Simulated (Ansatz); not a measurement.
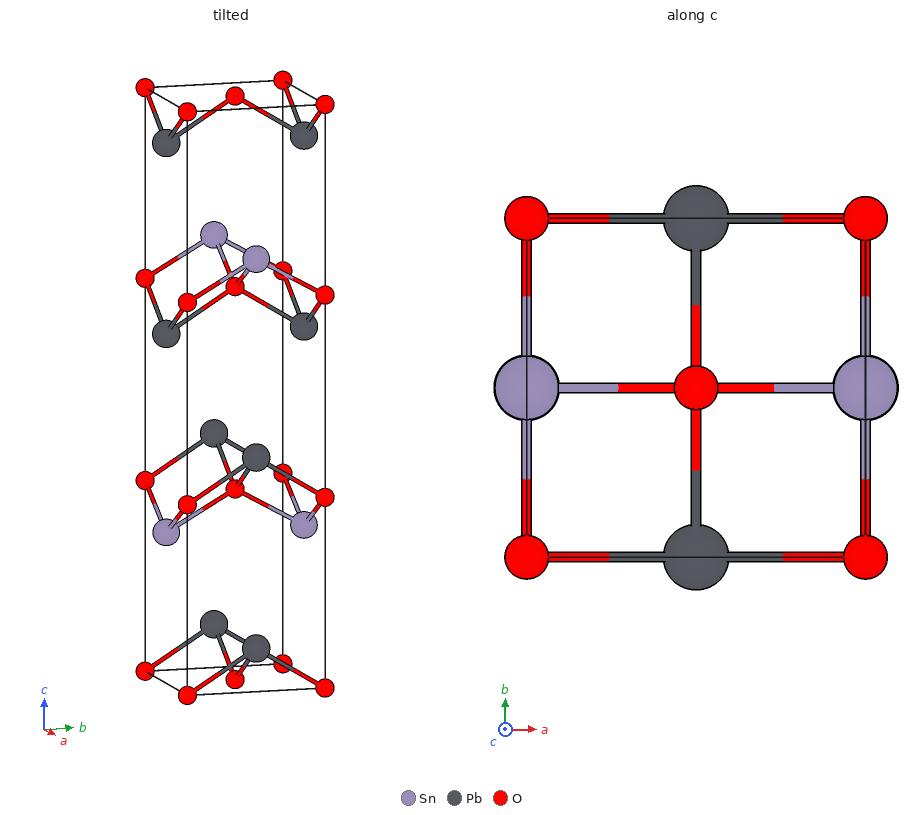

Structure drawing (ball-and-stick), viewed slightly off an axis and along the c axis. The edges of the conventional unit cell are marked.

SnPb2O3, space group P4/nmm (No. 129), a = 3.987 Å, b = 3.987 Å, c = 16.408 Å, α = 90.00°, β = 90.00°, γ = 90.00°. It derives from a structure type filled with these elements by a generator (whether the compound takes this form wasn't checked). Earlier steps of the study, as a rule a relaxation of our own, may have changed the cell and positions, so they can lie some per cent off the listed ones. A calculation with Ansatz used it as input.

This one geometry was computed with Ansatz (DFT, plane waves, PAW) at three levels of theory: PBE, PBEsol and r2SCAN.

> Which level gives the highest pressure at this volume, and what does that say about its equilibrium volume?

Highest: PBE (0.0 GPa), which points to the largest equilibrium volume. Lowest, with the smallest volume: PBEsol (-3.2 GPa) and r2SCAN (-3.1 GPa). Levels within 0.5 GPa of each other can't be told apart.

> How does the band gap change with the level of theory?

PBEsol: a gap of 1.06 eV, indirect; PBE: a gap of 1.13 eV, indirect; r2SCAN: a gap of 1.33 eV, indirect.

> Collect the results in a table.

| level | cutoff (eV) | k-mesh of the run's cell | gap (eV) | pressure (GPa) |
| --- | --- | --- | --- | --- |
| PBE | 420 | 8×8×2 | 1.13 | 0.0 |
| PBEsol | 420 | 8×8×2 | 1.06 | -3.2 |
| r2SCAN | 500 | 8×8×2 | 1.33 | -3.1 |

Gaps are taken on the k-mesh or band path of each run.
